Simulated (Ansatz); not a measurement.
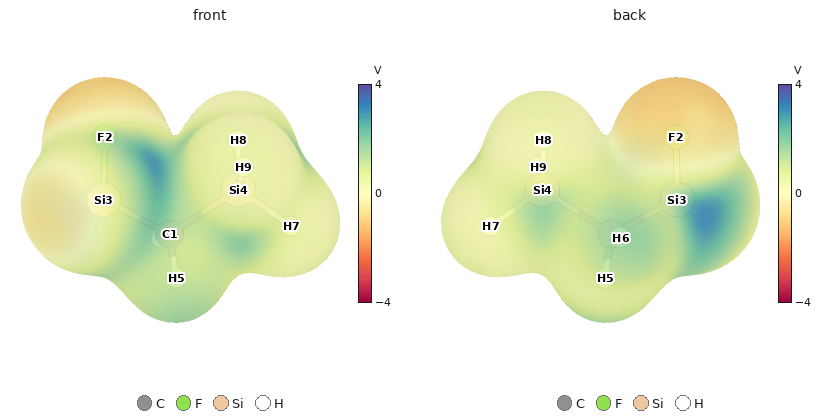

*CH5FSi2 (SMILES F[Si]C[SiH3]). The electrostatic potential painted on the density surface at 0.004 e/bohr³, seen from the front and from behind; red is negative and blue positive.*

Geometry: B3LYP-D3(BJ)/def2-SVP.

Level of theory: isolated molecule in a Gaussian basis; Kohn-Sham density functional theory, functional PBE0 in Ansatz 0.2.0.

The calculation's input:

```
crystal:
  periodic: [false, false, false]
  atoms:
    - symbol: C
      position_ang: [-1.762518, -0.954235, -0.210612]
    - symbol: F
      position_ang: [-2.835635, 1.407337, 0.482992]
    - symbol: Si
      position_ang: [-1.725517, 0.379305, 1.143133]
    - symbol: Si
      position_ang: [-1.360034, -0.294567, -1.943972]
    - symbol: H
      position_ang: [-1.071273, -1.773635, 0.052180]
    - symbol: H
      position_ang: [-2.786245, -1.374662, -0.258981]
    - symbol: H
      position_ang: [-0.973155, -1.406530, -2.860791]
    - symbol: H
      position_ang: [-2.534718, 0.422535, -2.509405]
    - symbol: H
      position_ang: [-0.212489, 0.660796, -1.870308]
basis:
  gaussian: {orbitals: def2-TZVPD}
total_charge: 0
magnetization: {spin_polarized: false, initial_magnetization: 0}
hamiltonian: {xc: {name: PBE0}}
output: {forces: true, orbitals: {seedname: orbitals}}
```

Command:

```sh
ansatz run input.yaml --threads 1 --pin off --max-ram 2610MiB --events-out events.jsonl --progress --plain --runs-dir runs
```

Which sites attract a positive test charge, and which a negative one?

A positive charge is drawn to the negative regions and a negative charge to the positive ones. The most negative region (about −1.0 V) lies over F2, the most positive (about +3.1 V) over Si3.
